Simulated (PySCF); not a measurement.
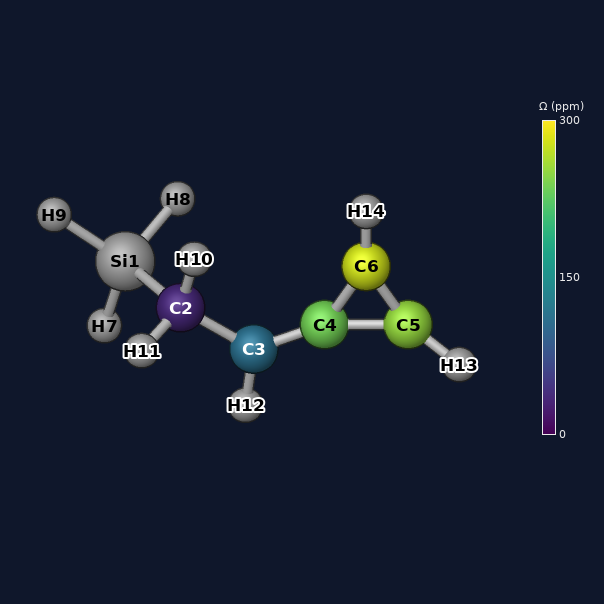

The C atoms are coloured by the span of their shielding tensor. Geometry: a frame of a GFN2-xTB molecular-dynamics simulation, not a minimum. Level of theory: GIAO PBE0/pcSseg-1 NMR shielding, non-relativistic, gas phase (PySCF 2.14.0). Principal shieldings σ11 ≤ σ22 ≤ σ33, span Ω = σ33 − σ11, skew κ = 3(σiso − σ22)/Ω.

Question. Which C atom has the most anisotropic shielding?

Answer. C6, with a span of 279 ppm.

Give the shielding tensors of the C atoms.

| atom | σ11 | σ22 | σ33 | σiso | Ω | κ |
| --- | --- | --- | --- | --- | --- | --- |
| C2 | 154.1 | 161.9 | 188.5 | 168.2 | 34.4 | 0.55 |
| C3 | 52.3 | 122.4 | 163.6 | 112.8 | 111.3 | −0.26 |
| C4 | −38.2 | 53.9 | 197.6 | 71.1 | 235.8 | 0.22 |
| C5 | −65.2 | 18.4 | 187.3 | 46.8 | 252.5 | 0.34 |
| C6 | −78.7 | −1.7 | 200.0 | 39.9 | 278.6 | 0.45 |

Shieldings and span in ppm.
